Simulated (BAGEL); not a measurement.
# HF/6-31G(d) (density fitting with qzvpp-jkfit, spherical functions) run of C3H4FN (SMILES FCC1=NC1)

Aim: the vertical ionisation energy of C3H4FN at HF/6-31G* (density fitting with qzvpp-jkfit, spherical functions), from 2 runs. 

The calculation is run with BAGEL 1.2.2.

### Step 1. The structure to begin with

C3H4FN: 9 atoms, total charge 0, spin state singlet. SMILES: `FCC1=NC1`. The shape is that of a GFN2-xTB optimisation. This is one conformer, not always the lowest.

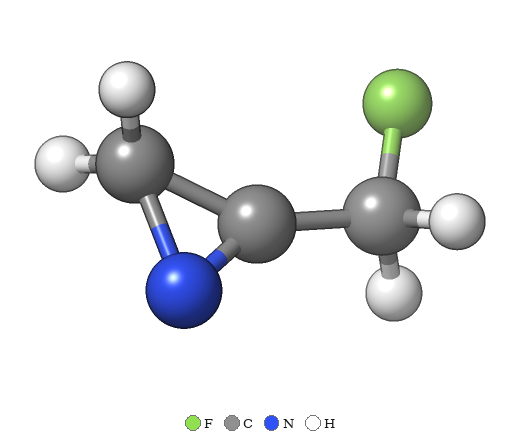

The structure, seen from a chosen angle (fluorine green, carbon grey, nitrogen blue, hydrogen white).

### Step 2. A single-point energy at HF/6-31G(d) (density fitting with qzvpp-jkfit, spherical functions)

File input.json:

```json
{ "bagel" : [

{
  "title" : "molecule",
  "basis" : "6-31gs.json",
  "df_basis" : "qzvpp-jkfit",
  "angstrom" : true,
  "geometry" : [
    { "atom" : "F", "xyz" : [   -0.963540,    1.474060,    0.993130 ] },
    { "atom" : "C", "xyz" : [    0.209450,    0.765350,    1.040900 ] },
    { "atom" : "C", "xyz" : [    0.289370,   -0.217830,   -0.033970 ] },
    { "atom" : "N", "xyz" : [    0.980520,   -1.124020,   -0.560580 ] },
    { "atom" : "C", "xyz" : [   -0.340730,   -0.817050,   -1.199140 ] },
    { "atom" : "H", "xyz" : [    0.252880,    0.268850,    2.019390 ] },
    { "atom" : "H", "xyz" : [    1.031870,    1.488400,    0.959640 ] },
    { "atom" : "H", "xyz" : [   -1.134750,   -1.540460,   -1.071730 ] },
    { "atom" : "H", "xyz" : [   -0.325060,   -0.297290,   -2.147660 ] }
  ]
},
{
  "title" : "hf"
},
{
  "title" : "print",
  "file" : "orbitals.molden",
  "orbitals" : true
}

]}
```

The basis set 6-31G* is read from a file made from the Basis Set Exchange's data (not shown).

The run is started by

```sh
BAGEL_NUM_THREADS=1 BAGEL input.json > input.out
```

What it wrote:

```text
* using 1 threads per process

  ===============================================================
  ===============================================================

  *** Geometry ***

  { "atom" : "F", "xyz" : [     -1.820827,      2.785570,      1.876744 ] },
  { "atom" : "C", "xyz" : [      0.395803,      1.446302,      1.967016 ] },
  { "atom" : "C", "xyz" : [      0.546830,     -0.411639,     -0.064194 ] },
  { "atom" : "N", "xyz" : [      1.852914,     -2.124090,     -1.059343 ] },
  { "atom" : "C", "xyz" : [     -0.643886,     -1.544001,     -2.266046 ] },
  { "atom" : "H", "xyz" : [      0.477874,      0.508053,      3.816094 ] },
  { "atom" : "H", "xyz" : [      1.949952,      2.812668,      1.813457 ] },
  { "atom" : "H", "xyz" : [     -2.144367,     -2.911048,     -2.025276 ] },
  { "atom" : "H", "xyz" : [     -0.614274,     -0.561797,     -4.058489 ] },

  Number of auxiliary basis functions:      451

  Since a DF basis is specified, we compute 2- and 3-index integrals:
    o Being stored without compression. Storage requirement is 0.022 GB

  Number of basis functions:       78
  Number of electrons      :       38

    * METHOD: MOLECULE                             0.21

  *** RHF ***

  === Nuclear Repulsion ===
   160.7469136772

      * DIIS with orbital gradients will be used.

  === RHF iteration (6-31gs.json) ===
      0       -269.50305612          0.02125450           0.04
      1       -269.63197104          0.01580308           0.04
      2       -269.71988755          0.00207846           0.04
      3       -269.72254250          0.00091341           0.04
      4       -269.72293619          0.00023385           0.04
      5       -269.72301138          0.00013768           0.04
      6       -269.72303085          0.00006682           0.04
      7       -269.72303822          0.00001726           0.04
      8       -269.72303861          0.00000568           0.04
      9       -269.72303863          0.00000301           0.04
     10       -269.72303864          0.00000102           0.04
     11       -269.72303864          0.00000037           0.04
     12       -269.72303864          0.00000010           0.04
     13       -269.72303864          0.00000004           0.04
     14       -269.72303864          0.00000001           0.04
     15       -269.72303864          0.00000001           0.04
    * SCF iteration converged.

    * Permanent dipole moment:
           (    0.081041,    -0.362124,    -0.348510) a.u.

    * METHOD: HF                                   0.83

    * METHOD: PRINT                                0.01

  ===============================================================
```

Wall time 1.2 s (1 thread of Intel Xeon at 2.60GHz (Ice Lake), shared host); peak memory 0.1 GiB.

### Step 3. The doublet cation, same level

File hf.json:

```json
{ "bagel": [

{
  "title": "molecule",
  "basis": "6-31gs.json",
  "df_basis": "qzvpp-jkfit",
  "angstrom": true,
  "geometry": [
    { "atom": "F", "xyz": [      -0.963540,       1.474060,       0.993130 ] },
    { "atom": "C", "xyz": [       0.209450,       0.765350,       1.040900 ] },
    { "atom": "C", "xyz": [       0.289370,      -0.217830,      -0.033970 ] },
    { "atom": "N", "xyz": [       0.980520,      -1.124020,      -0.560580 ] },
    { "atom": "C", "xyz": [      -0.340730,      -0.817050,      -1.199140 ] },
    { "atom": "H", "xyz": [       0.252880,       0.268850,       2.019390 ] },
    { "atom": "H", "xyz": [       1.031870,       1.488400,       0.959640 ] },
    { "atom": "H", "xyz": [      -1.134750,      -1.540460,      -1.071730 ] },
    { "atom": "H", "xyz": [      -0.325060,      -0.297290,      -2.147660 ] }
  ]
},

{
  "title": "uhf",
  "charge": 1,
  "nopen": 1
},

{
  "title": "print",
  "file": "orbitals.molden",
  "orbitals": true
}

]}
```

The basis set 6-31G* is read from a file made from the Basis Set Exchange's data (not shown).

The run is started by

```sh
BAGEL_NUM_THREADS=1 BAGEL hf.json > hf.out
```

What it wrote:

```text
* using 1 threads per process

  ===============================================================
  ===============================================================

  *** Geometry ***

  { "atom" : "F", "xyz" : [     -1.820827,      2.785570,      1.876744 ] },
  { "atom" : "C", "xyz" : [      0.395803,      1.446302,      1.967016 ] },
  { "atom" : "C", "xyz" : [      0.546830,     -0.411639,     -0.064194 ] },
  { "atom" : "N", "xyz" : [      1.852914,     -2.124090,     -1.059343 ] },
  { "atom" : "C", "xyz" : [     -0.643886,     -1.544001,     -2.266046 ] },
  { "atom" : "H", "xyz" : [      0.477874,      0.508053,      3.816094 ] },
  { "atom" : "H", "xyz" : [      1.949952,      2.812668,      1.813457 ] },
  { "atom" : "H", "xyz" : [     -2.144367,     -2.911048,     -2.025276 ] },
  { "atom" : "H", "xyz" : [     -0.614274,     -0.561797,     -4.058489 ] },

  Number of auxiliary basis functions:      451

  Since a DF basis is specified, we compute 2- and 3-index integrals:
    o Being stored without compression. Storage requirement is 0.022 GB

  Number of basis functions:       78
  Number of electrons      :       38

    * METHOD: MOLECULE                             0.21

  *** Open-shell HF ***

  === Nuclear Repulsion ===
   160.7469136772

      * DIIS with orbital gradients will be used.

  === UHF iteration (6-31gs.json) ===
      0       -269.15451267          0.04238427           0.09
      1       -269.26653504          0.03437219           0.09
      2       -269.30153954          0.02847222           0.09
      3       -269.37759955          0.00261398           0.09
      4       -269.37952471          0.00141402           0.09
      5       -269.38078467          0.00087822           0.09
      6       -269.38196249          0.00045764           0.09
      7       -269.38245548          0.00022506           0.11
      8       -269.38267203          0.00011354           0.09
      9       -269.38283373          0.00006819           0.09
     10       -269.38297509          0.00006284           0.09
     11       -269.38301259          0.00005797           0.08
     12       -269.38313779          0.00005921           0.09
     13       -269.38334167          0.00005728           0.09
     14       -269.38342937          0.00004896           0.09
     15       -269.38354602          0.00003393           0.09
     16       -269.38357991          0.00002286           0.09
     17       -269.38358549          0.00001892           0.09
     18       -269.38359305          0.00001141           0.09
     19       -269.38359493          0.00000699           0.10
     20       -269.38359583          0.00000546           0.09
     21       -269.38359634          0.00000354           0.09
     22       -269.38359638          0.00000150           0.09
     23       -269.38359634          0.00000104           0.09
     24       -269.38359636          0.00000089           0.09
     25       -269.38359638          0.00000085           0.09
     26       -269.38359641          0.00000062           0.09
     27       -269.38359642          0.00000047           0.09
     28       -269.38359642          0.00000042           0.09
     29       -269.38359642          0.00000035           0.09
     30       -269.38359642          0.00000030           0.09
     31       -269.38359642          0.00000028           0.09
     32       -269.38359642          0.00000023           0.09
     33       -269.38359642          0.00000017           0.09
     34       -269.38359642          0.00000013           0.09
     35       -269.38359642          0.00000009           0.09
     36       -269.38359642          0.00000006           0.09
     37       -269.38359642          0.00000004           0.09
     38       -269.38359642          0.00000002           0.09
     39       -269.38359642          0.00000001           0.09
     40       -269.38359642          0.00000001           0.09
    * SCF iteration converged.

    * S^2 (UHF) is 0.8720

    * Permanent dipole moment:
           (   -0.499157,     0.917936,     0.700043) a.u.

    * METHOD: UHF                                  3.81

    * METHOD: PRINT                                0.01

  ===============================================================
```

It took 4.2 s on 1 thread of Intel Xeon at 2.60GHz (Ice Lake), shared host; peak memory 0.1 GiB.

### Step 4. Outcome

Level: HF/6-31G* (density fitting with qzvpp-jkfit, spherical functions).

```
                                          quantity          value
                      singlet C3H4FN: total energy  -269.72304 Eh
                     singlet C3H4FN: dipole moment         1.29 D
                       singlet C3H4FN: HOMO energy      -11.01 eV
                       singlet C3H4FN: LUMO energy        4.03 eV
                     singlet C3H4FN: HOMO–LUMO gap       15.04 eV
                      doublet cation: total energy  -269.38360 Eh
                              doublet cation: ⟨S²⟩          0.872
vertical ionisation energy (to the doublet cation)       9.237 eV
```

Removing an electron at fixed nuclei costs 9.24 eV (891 kJ/mol). The negative HOMO energy of the first species, 11.01 eV, lies 1.77 eV above that difference. ⟨S²⟩ (doublet cation) is 0.87 where a pure doublet has 0.75: the reference is spin-contaminated.
